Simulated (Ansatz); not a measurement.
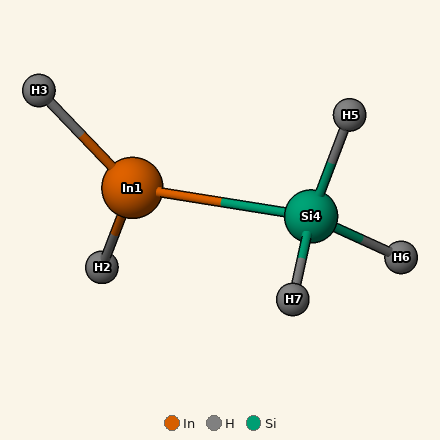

The system is H₅InSi with the probe H; the picture shows it without the atoms that are moved over the map. 
- The probe is moved over the molecule's main plane.
- Coordinates scanned: (1) x of the probe's H atom; (2) y of the probe's H atom.
- Nothing is relaxed (molecule and probe rigid).
- Grid: 17 × 15 points. At 30 points there is no value (left out of the scan, as a rule where atoms come close).
- Points are written as (first, second).
- All energies are given in eV relative to molecule and probe far apart, each relaxed in its own basis (no counterpoise correction).
- Energies and slopes of some neighbouring points disagree (a jump in structure or state, or too coarse a mesh).
- Level of theory: Ansatz, UKS PBE-D4/def2-SVPD.

Range: x of the probe's H atom from −5.04 to 5.04 Å; y of the probe's H atom from −4.41 to 4.41 Å.

Q: What landscape does the calculation give?

A: The lowest grid point is at (−3.15 Å, 1.89 Å) [nearest 1 H at 0.88 Å], −0.50 eV from molecule and probe far apart, each relaxed in its own basis (no counterpoise correction). The highest grid point, (1.26 Å, 1.26 Å) [nearest 1 H at 0.82 Å], lies 3.08 eV above the lowest.

| y of the probe's H atom ↓, x of the probe's H atom → | −4.41 | −3.15 | −1.89 | −0.63 | 0.63 | 1.89 | 3.15 | 4.41 |
| --- | --- | --- | --- | --- | --- | --- | --- | --- |
| 4.41 | −0.01 | −0.02 | −0.02 | −0.02 | −0.02 | −0.02 | −0.01 | 0.00 |
| 3.78 | −0.02 | −0.02 | −0.02 | −0.03 | −0.03 | −0.02 | −0.02 | −0.01 |
| 3.15 | −0.02 | −0.06 | −0.04 | −0.02 | −0.02 | 0.00 | −0.02 | −0.01 |
| 2.52 | −0.02 | −0.30 | −0.19 | 0.02 | 0.05 | 0.07 | 0.00 | −0.02 |
| 1.89 | −0.02 | −0.50 | 0.84 | 0.20 | 0.18 | 0.37 | 0.04 | −0.02 |
| 1.26 | −0.01 | 0.01 | – | 1.35 | 1.04 | 1.94 | 0.08 | −0.03 |
| 0.63 | 0.00 | 0.77 | – | – | – | – | 0.04 | −0.03 |
| 0.00 | 0.00 | 0.95 | – | – | – | – | −0.01 | −0.04 |
| −0.63 | 0.00 | 0.76 | – | – | – | – | 0.04 | −0.03 |
| −1.26 | −0.01 | 0.01 | – | 1.35 | 1.03 | 1.87 | 0.08 | −0.03 |
| −1.89 | −0.02 | −0.50 | 0.85 | 0.20 | 0.18 | 0.37 | 0.04 | −0.02 |
| −2.52 | −0.02 | −0.30 | −0.19 | 0.02 | 0.04 | 0.07 | 0.00 | −0.02 |
| −3.15 | −0.02 | −0.06 | −0.04 | −0.02 | −0.02 | 0.00 | −0.02 | −0.01 |
| −3.78 | −0.02 | −0.02 | −0.02 | −0.03 | −0.03 | −0.02 | −0.02 | −0.01 |
| −4.41 | −0.01 | −0.02 | −0.02 | −0.02 | −0.02 | −0.02 | −0.01 | 0.00 |

The table holds every second grid line.

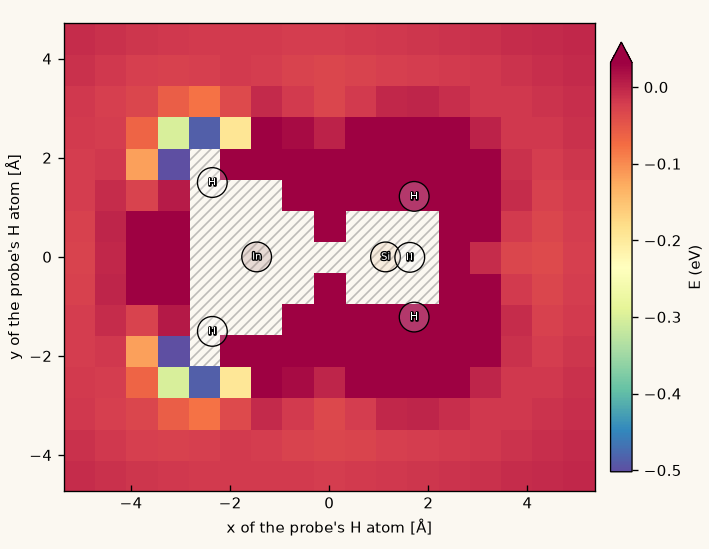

In the figure: one coloured cell a grid point, labelled circles for the molecule's atoms, projected on the plane, one colour for all values above the top of the scale, hatched blanks where no value was computed.

Time for the 225 points that were run: 42 min on 1 thread of Arm Neoverse N1 (shared host).
